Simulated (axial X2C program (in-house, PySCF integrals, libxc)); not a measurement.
**ZrOH: bond lengths and stretches, held linear**

How do method and spin–orbit coupling move the bonds and stretches of ZrOH, held linear?

The runs use an in-house X2C program for linear molecules on PySCF integrals; all-electron X2C, two-component (2c) or spin-free, Zr dyall-v3z, O dyall-av3z, H dyall-v3z.

All values are calculated.

2 further runs of the same task are left out: 2 set aside as unsound or not needed.

### 1 The job

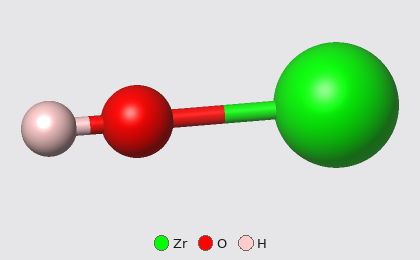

The atoms on one line, bonds 2.170 and 0.960 Å (zirconium green, oxygen red, hydrogen pink).

Input file task.json:

```json
{"zs": [40, 8, 1], "q": 0, "bas": ["dyall-v3z", "dyall-av3z", "dyall-v3z"], "r0": [2.17, 0.96], "symm": 0, "scan": ["PBE0", "HF", "PBE"], "levels": ["PBE0", "HF", "LDA"], "nst": 2}
```

Keys: zs atomic numbers; q charge; bas basis sets; r0 starting distance in Å; symm equal bonds; scan levels of the two-bond scan (MP2 follows by itself at each HF point); levels methods; nst determinants followed.

Launch:

```
python solin.py task.json out
```

Masses Zr 89.905, O 15.995, H 1.008 u.

### 2 Scan at PBE0, 2c

State: Ω = 3/2 (beyond evenly filled blocks: ω = 1/2, ω = -3/2, ω = 5/2). Energies above the lowest point, from the job's result record:

```csv
r(Zr–O) (Å),r(O–H) (Å),E (meV)
1.8437,0.9292,45.38
1.8437,0.9530,29.61
1.8437,0.9768,45.33
1.8910,0.9292,14.96
1.8910,0.9530,0.00
1.8910,0.9768,16.54
1.8910,1.0007,60.04
1.9383,0.9292,43.67
1.9383,0.9530,29.29
1.9383,0.9768,46.42
1.9856,0.9530,105.34
1.9856,1.0007,167.38
```

A quadratic surface with cubic terms in each bond gives the minimum at 1.890 and 0.952 Å, force constants 4.24, 8.95 and coupling 0.08 mdyn/Å.

### 3 Scan at HF, 2c

State: Ω = 3/2 (beyond evenly filled blocks: ω = 1/2, ω = -3/2, ω = 5/2). Energies above the lowest point, from the job's result record:

```csv
r(Zr–O) (Å),r(O–H) (Å),E (meV)
1.8437,0.9292,108.93
1.8437,0.9530,119.13
1.8437,0.9768,161.08
1.8910,0.9292,21.79
1.8910,0.9530,32.84
1.8910,0.9768,75.65
1.8910,1.0007,145.75
1.9383,0.9292,0.00
1.9383,0.9530,11.67
1.9383,0.9768,55.11
1.9856,0.9530,43.00
1.9856,1.0007,158.01
```

A quadratic surface with cubic terms in each bond gives the minimum at 1.932 and 0.933 Å, force constants 3.86, 10.1 and coupling 0.09 mdyn/Å.

### 4 Scan at PBE, 2c

State: Ω = 3/2 (beyond evenly filled blocks: ω = 1/2, ω = -3/2, ω = 5/2). Energies above the lowest point, from the job's result record:

```csv
r(Zr–O) (Å),r(O–H) (Å),E (meV)
1.8437,0.9292,65.11
1.8437,0.9530,35.42
1.8437,0.9768,37.09
1.8910,0.9292,28.97
1.8910,0.9530,0.00
1.8910,0.9768,2.40
1.8910,1.0007,31.59
1.9383,0.9292,51.38
1.9383,0.9530,22.91
1.9383,0.9768,25.82
1.9856,0.9530,92.08
1.9856,1.0007,125.34
```

A quadratic surface with cubic terms in each bond gives the minimum at 1.894 and 0.963 Å, force constants 4.11, 8.31 and coupling 0.07 mdyn/Å.

### 5 The levels side by side

| level | r(Zr–O) (Å) | r(O–H) (Å) | lower stretch (cm⁻¹) | upper stretch (cm⁻¹) |
| --- | --- | --- | --- | --- |
| PBE0, 2c | 1.890 | 0.952 | 709.1 | 4004.1 |
| HF, 2c | 1.932 | 0.933 | 677.1 | 4246.0 |
| PBE, 2c | 1.894 | 0.963 | 698.3 | 3858.6 |
| MP2, 2c | 1.901 | 0.957 | 701.9 | 3949.5 |
| PBE0, spin-free | 1.890 | 0.952 | 708.9 | 4003.5 |
| HF, spin-free | 1.933 | 0.933 | 676.9 | 4245.8 |
| PBE, spin-free | 1.895 | 0.963 | 698.1 | 3858.0 |
| MP2, spin-free | 1.901 | 0.957 | 702.0 | 3949.2 |

Scans not shown above were run alike.

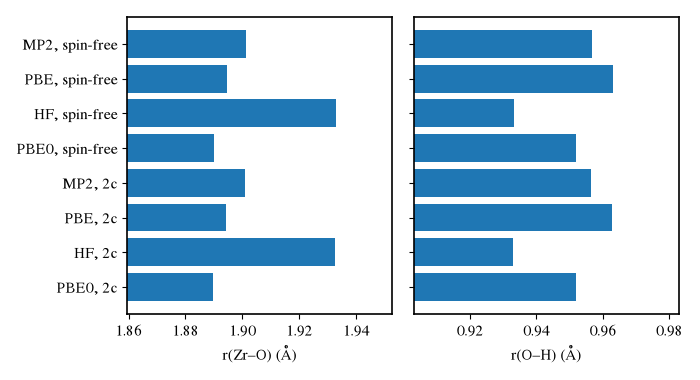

The two bond lengths by level.

What this shows: Over the levels the Zr–O bond spans 1.890 to 1.933 Å and the O–H bond 0.933 to 0.963 Å. At PBE0 spin–orbit coupling leaves both bonds unchanged to 0.001 Å. Each state is one determinant, the lowest of a limited PBE0 search; the stretches come from a fit to few points and are good to some per cent at best. MP2 freezes inner shells (threshold -2 hartree). The molecule was held linear; bending was not examined, so a bent shape may lie lower. Note: several unpaired electrons, one determinant need not be a pure state.
